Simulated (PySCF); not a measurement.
C4H9Al

```xyz
14

C    -1.2363   -0.7321   -0.2654
C    -0.8288    0.1225    0.9059
C    -0.0893    1.3837    0.6404
C     0.6417    0.2014    1.2710
Al    1.8144   -0.6170   -0.0994
H    -2.1257   -0.3378   -0.7558
H    -0.4179   -0.7529   -0.9988
H    -1.4371   -1.7559    0.0486
H    -1.5479    0.1249    1.7185
H    -0.2972    2.2578    1.2404
H     0.1309    1.6104   -0.4001
H     0.8193    0.3235    2.3404
H     2.5114   -1.9936    0.0345
H     2.0619    0.1645   -1.4222
```

Geometry: GFN2-xTB.

Theory: PBE0/pcSseg-1, SCF density, gas phase, non-relativistic (PySCF 2.14.0).

> What will maps of the electron density and electron localisation function show?

C–C (1.49 Å): the density is about 1.7 e/Å³ at the midpoint; the ELF peaks at about 0.90 between the atoms (a shared electron pair).
C–H (1.09 Å): ρ is about 2 e/Å³ halfway; the ELF climbs to about 1 towards the hydrogen, as it does in any bond to H: an ordinary covalent bond to hydrogen.
C–C (1.51 Å): ρ at the midpoint is about 1.7 e/Å³; the ELF peaks at about 0.95 between the atoms; a shared electron pair.

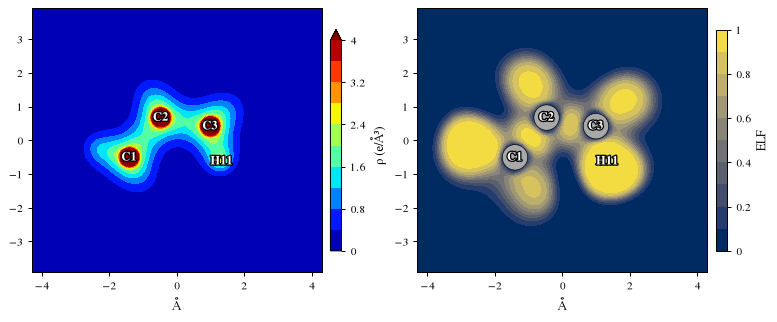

Computed electron density and electron localisation function on the plane of atoms C2, C3 and H11, in this order. Grey discs cover the atomic cores in the ELF map. 
